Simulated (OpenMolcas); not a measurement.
**HF/6-31G(d) (Cartesian functions) run of SiH3OF (SMILES O[SiH2]F)**

We compute an optimisation with harmonic vibrations of SiH3OF. 

The results are computed with OpenMolcas 26.06.

1 further run of the same task is left out (set aside as unsound or not needed).

## 1. The molecule

SiH3OF: 6 atoms, total charge 0, spin state singlet. SMILES: `O[SiH2]F`. The coordinates come from a PBE0-D4/def2-TZVP relaxation. This is one conformer, not always the lowest. The run starts from this shape.

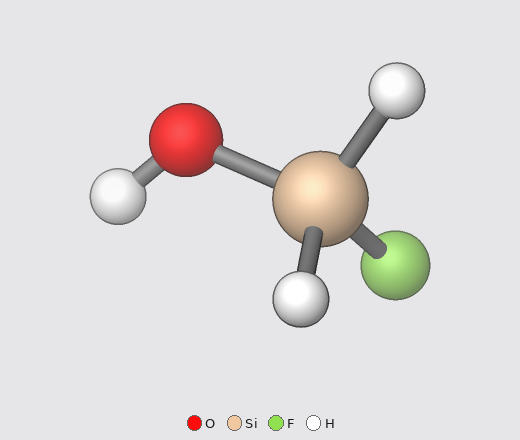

The structure, seen from a chosen angle (oxygen red, silicon light orange, fluorine green, hydrogen white).

## 2. An optimisation with harmonic vibrations at HF/6-31G(d) (Cartesian functions)

File run.inp:

```
>>> EXPORT MOLCAS_PRINT=2

&GATEWAY
 BasLib = $CurrDir
 Coord
 6
 angstrom
 O       -0.853500      -0.209200      -0.924100
 Si       0.378300      -0.009300       0.123900
 F        0.180800      -0.922800       1.417800
 H       -1.714200       0.150200      -0.705600
 H        1.595600      -0.458500      -0.575800
 H        0.455100       1.385600       0.617600
 Basis = 6-31Gs
 Group = NoSym
>>> EXPORT MOLCAS_MAXITER=50
>>> Do While

&SEWARD

&SCF
 PrOrbitals = 0

&SLAPAF
>>> EndDo
>>> COPY $Project.Opt.xyz $CurrDir/final.xyz
>>> COPY $Project.slapaf.h5 $CurrDir/final.slapaf.h5

&MCKINLEY

&MCLR
 Thermochemistry
 1
 1.0
 298.15
 End of PT
```

The basis set 6-31G* is read from a file made from the Basis Set Exchange's data (not shown).

Command:

```console
$ export MOLCAS_MEM=1860
$ pymolcas run.inp > run.log
```

Log:

```text
--- Start Module: gateway ---
[...]
--- Stop Module: gateway /rc=_RC_ALL_IS_WELL_ ---
[...]
      Basis functions           55
[...]
       Convergence after  10 Iterations
[...]
::    Total SCF energy                               -465.0651989633
[...]
 *              Molecular gradients               *
 **************************************************
  Irreducible representation: a
 ------------------------------------------------------------------------------------------
                              X                       Y                       Z
 ------------------------------------------------------------------------------------------
  O1                1.21487522303685E-02   -6.05179423356006E-03   -4.17492684362841E-03
  SI2              -6.02337446979107E-03    1.42809201224026E-03   -2.04292455381605E-03
  F3                4.36322151972757E-04   -2.48953372159022E-03    3.45253317337857E-03
  H4               -1.06009125689117E-02    5.16088130295311E-03    3.27160391006087E-03
  H5                3.78775067567627E-03   -2.77576068189189E-03   -3.04776222500447E-03
  H6                2.51461980720791E-04    4.72811532186679E-03    2.54147653901104E-03
 ------------------------------------------------------------------------------------------
[...]
 Geometry is converged in   9 iterations to a Minimum Structure
*****************************************************************************************************************
*****************************************************************************************************************
++ Geometry section
********************************************************************************
  Geometrical information of the final structure
********************************************************************************
  NOTE: on convergence the final predicted structure will be printed here.
  This is not identical to the structure printed in the head of the output.
 *********************************************************
[...]
       Convergence after   5 Iterations
[...]
::    Total SCF energy                               -465.0655835659
[...]
      Total spin, S                                     0.0000000000
[...]
      Total electronic charge=   34.000000
      Total            charge=   -0.000000
[...]
      Dipole Moment (debye):
      Origin of the operator (angstrom)=    0.0061   -0.2937    0.2211
                   X= -7.6840E-01               Y=  1.4424E+00               Z= -1.3443E-01           Total=  1.6398E+00
      Quadrupole Moment (debye*angstrom):
[...]
--- Start Module: mclr ---
[...]
     Frequency:        i6.37     i0.93      0.02      0.03      0.04      3.98
[...]
     Frequency:       226.99    371.71    706.20    833.97    898.77    945.32
[...]
--- Stop Module: mclr /rc=_RC_ALL_IS_WELL_ ---
--- Start Module: mclr ---
[...]
        Frequency:         1078.25 cm-1
      ---------------------------------
[...]
        Frequency:         2428.58 cm-1
      ---------------------------------
[...]
        Frequency:         2475.73 cm-1
      ---------------------------------
[...]
        Frequency:         4142.28 cm-1
      ---------------------------------
[...]
--- Stop Module: mclr /rc=_RC_ALL_IS_WELL_ ---
[...]
```

Wall time 22 s (1 thread of Intel Xeon 6975P-C (Granite Rapids), shared host); peak memory 0.39 GiB.

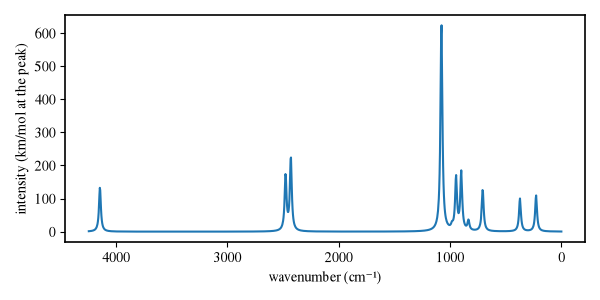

Harmonic infrared spectrum, unscaled, lines broadened by 10 cm⁻¹.

## 3. What came out

Level: HF/6-31G* (Cartesian functions).

| quantity | value |
| --- | --- |
| total energy | -465.06558 Eh |
| dipole moment | 1.64 D |
| HOMO energy | -12.95 eV |
| LUMO energy | 4.25 eV |
| HOMO–LUMO gap | 17.20 eV |
| lowest harmonic wavenumber | 227 cm⁻¹ |
| highest harmonic wavenumber | 4142 cm⁻¹ |
| zero-point energy | 96.7 kJ/mol |
| ideal-gas entropy at 298.15 K and 1 atm (symmetry number 1 as used) | 65.6 cal/(mol K) |

At the final geometry: Bond lengths: O1–Si2 1.630 Å, Si2–F3 1.591 Å, O1–H4 0.947 Å, Si2–H5 1.461 Å, Si2–H6 1.469 Å. Angles: O1–Si2–F3 110.3°, O1–Si2–H5 107.1°, O1–Si2–H6 111.4°, F3–Si2–H5 108.9°, F3–Si2–H6 106.4°, Si2–O1–H4 120.2°, H5–Si2–H6 112.7°. All 12 modes are real, so the shape is a minimum at this level.
